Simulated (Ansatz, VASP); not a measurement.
# SnH2 in two plane-wave programs, part 2 of 2

Aim: how closely do two programs agree when they are given the same cell, functional and k mesh? The cell is generated by rule, not measured, and may not be a known phase. The cell is taken from a series of VASP runs on this material, whose earlier steps may have relaxed, scaled or displaced it; both programs get it as it stands. Valence electrons are named where the data sets of a main pair hold unlike numbers.

VASP 6.6.1 and Ansatz 0.2.0.

So far: The starting structure; Ansatz: band structure, PBEsol, spin-orbit coupling; VASP: band structure, PBEsol, spin-orbit coupling.

## Step 3: VASP: band structure, PBEsol, spin-orbit coupling (continued)

Level of this step: PBEsol, spin-orbit coupling; plane waves and PAW (Sn_d, H); invented cell (VASP).

Numbers of over 12 decimals in the logs are rounded to 6 here.

From OUTCAR (step 3):

```text
ion  position               nearest neighbor table
   1  0.000  0.000  0.000-
   2  0.250  0.250  0.250-
   3  0.750  0.750  0.750-

  LATTYP: Found a face centered cubic cell.
 ALAT       =     5.6441800000

 Subroutine GETGRP returns: Found 48 space group operations
 (whereof 48 operations were pure point group operations)

The static configuration has the point symmetry O_h .

 Found     29 irreducible k-points:

   k-points           NKPTS =     29   k-points in BZ     NKDIM =     29   number of bands    NBANDS=     28

   dimension x,y,z NGX =    28 NGY =   28 NGZ =   28
   dimension x,y,z NGXF=    56 NGYF=   56 NGZF=   56

   ENCUT  =  400.0 eV  29.40 Ry    5.42 a.u.   6.51  6.51  6.51*2*pi/ulx,y,z

   NELECT =      16.0000    total number of electrons

 k-points in reciprocal lattice and weights: Automatic mesh
   0.00000000  0.00000000  0.00000000       0.002
   0.12500000  0.00000000  0.00000000       0.016
   0.25000000  0.00000000  0.00000000       0.016
   0.37500000  0.00000000  0.00000000       0.016
   0.50000000  0.00000000  0.00000000       0.008
   0.12500000  0.12500000  0.00000000       0.012
   0.25000000  0.12500000  0.00000000       0.047
   0.37500000  0.12500000  0.00000000       0.047
   0.50000000  0.12500000  0.00000000       0.047
[...]
-0.37500000  0.50000000  0.12500000       0.023
  -0.25000000  0.50000000  0.25000000       0.012

 average (electrostatic) potential at core
       1-102.9581       2 -31.5287       3 -31.5287

 E-fermi :   4.1860

 k-point     1 :       0.0000    0.0000    0.0000
  band No.  band energies     occupation
    ...
     10     -17.0895      1.00000
     11      -6.0972      1.00000
     12      -6.0972      1.00000
     13       3.6066      1.00000
     14       3.6066      1.00000
     15       7.2991      0.00000
     16       7.2991      0.00000
     17       7.7015      0.00000
     18       7.7015      0.00000
     19       8.1170      0.00000
    ...

 k-point     2 :       0.1250    0.0000    0.0000
  band No.  band energies     occupation
    ...
     10     -17.0870      1.00000
     11      -5.8875      1.00000
     12      -5.8875      1.00000
     13       3.2865      1.00000
     14       3.2865      1.00000
     15       5.6407      0.00000
     16       5.6407      0.00000
     17       7.3293      0.00000
     18       7.3293      0.00000
     19       7.8434      0.00000
    ...

 k-point     3 :       0.2500    0.0000    0.0000
  band No.  band energies     occupation
    ...
     10     -17.0812      1.00000
     11      -5.2676      1.00000
     12      -5.2676      1.00000
     13       1.7835      1.00000
     14       1.7835      1.00000
     15       4.5365      0.00000
     16       4.5365      0.00000
     17       6.8780      0.00000
     18       6.8780      0.00000
     19       7.3612      0.00000
    ...

  Total       -2.0943035     -2.0943035     -2.0943035      0.0000000     -0.0000000     -0.0000000
  in kB      -74.6461850    -74.6461850    -74.6461850      0.0000000     -0.0000000     -0.0000000
  external PRESSURE =     -74.6461850 kB  Pullay stress =       0.0000000 kB

  energy-cutoff  :      400.00
  volume of cell :       44.95
      direct lattice vectors                 reciprocal lattice vectors
     0.000000000  2.822090000  2.822090000    -0.177173655  0.177173655  0.177173655
     2.822090000  0.000000000  2.822090000     0.177173655 -0.177173655  0.177173655
     2.822090000  2.822090000  0.000000000     0.177173655  0.177173655 -0.177173655

 POSITION                                       TOTAL-FORCE (eV/Angst)
 -----------------------------------------------------------------------------------
      0.00000      0.00000      0.00000        -0.000000      0.000000      0.000000
      1.41105      1.41105      1.41105         0.000000      0.000000      0.000000
      4.23314      4.23314      4.23314        -0.000000     -0.000000     -0.000000
 -----------------------------------------------------------------------------------
    total drift:                               -0.000000     -0.000000      0.000000

  FREE ENERGIE OF THE ION-ELECTRON SYSTEM (eV)
  ---------------------------------------------------
  free  energy   TOTEN  =        -9.2518497952 eV

  energy  without entropy=       -9.2508271304  energy(sigma->0) =       -9.25133846

 Spin-Orbit-Coupling matrix elements
 Ion:    1  E_soc:     -0.0852622
 Ion:    2  E_soc:      0.0000000
 Ion:    3  E_soc:      0.0000000

 total charge
# of ion       s       p       d       tot
------------------------------------------
    1        1.358   0.646   9.983  11.987
    2        0.450   0.005   0.000   0.455
    3        0.450   0.005   0.000   0.455
--------------------------------------------------
tot          2.258   0.657   9.983  12.898

 magnetization (x)
# of ion       s       p       d       tot
------------------------------------------
    1       -0.000   0.000   0.000  -0.000
    2        0.000   0.000   0.000   0.000
    3        0.000   0.000   0.000   0.000
--------------------------------------------------
tot          0.000   0.000   0.000   0.000

 magnetization (y)
# of ion       s       p       d       tot
------------------------------------------
    1       -0.000   0.000   0.000  -0.000
    2        0.000   0.000   0.000   0.000
    3        0.000   0.000   0.000   0.000
--------------------------------------------------
tot         -0.000   0.000   0.000  -0.000

 magnetization (z)
# of ion       s       p       d       tot
------------------------------------------
    1       -0.000  -0.000   0.000  -0.000
    2       -0.000   0.000   0.000  -0.000
    3       -0.000   0.000   0.000  -0.000
--------------------------------------------------
tot         -0.000  -0.000   0.000  -0.000

[... 3 further parts left out ...]
```

The PAW data sets were made with PBE, which is usual practice but a small mismatch for other functionals.

## Step 4: Comparison

Known differences besides the potentials themselves: spin-orbit coupling enters by fully relativistic files in Ansatz and inside the spheres in VASP; the cutoff is 420 eV in Ansatz and 400 eV in VASP; Ansatz makes its cores anew for this functional, VASP keeps those of its PBE data sets. Total energies have different zeros and are not compared.

Both answers:

```
                                        quantity  Ansatz   VASP  difference
                                  pressure (GPa)   -7.14  -7.46       +0.33
pressure without Ansatz's Pulay correction (GPa)   -7.22  -7.46       +0.24
```

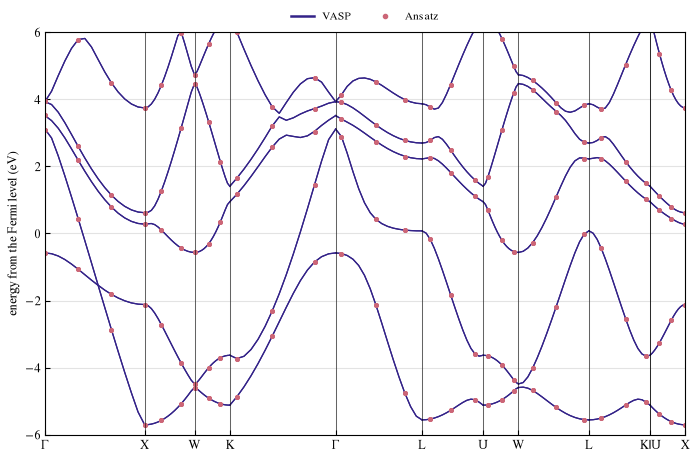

Bands from VASP (lines) and levels from Ansatz (dots). Dots without a line are higher empty bands that the VASP plot leaves out.

Levels from 3 eV below to 2 eV above the Fermi level differ by 3 meV r.m.s. and 7 meV at most; each VASP level is matched to the nearest of Ansatz, which flatters the figure a little. Ansatz's pressure holds a Pulay correction of 0.08 GPa; VASP's holds none.

## Step 5: Summary of results

```
r.m.s. difference of levels near the Fermi level (band structure, PBEsol, spin-orbit coupling) : 2.8 meV
```

In words: The r.m.s. difference of levels near the Fermi level is 2.8 meV (band structure, PBEsol, spin-orbit coupling), within the 80 meV picked in this series as the mark of a large difference. 1 further run of this series is not shown here. Such differences can come from data sets, numerical settings and the points named under the comparisons, not from the functional's error against experiment.

[Lines on the potential files, build, host, timing and source positions are cut from VASP's logs without a mark.]

[Logs are printed without paths, hosts, clocks, repeated set-up lines and the standing remarks that a program may print on its own settings, such as how far it seeks lower states.]

[Hosts, paths, dates, database ids (printed as entryN), source tags and the programs' standing remarks are cut or masked in the printed files.]
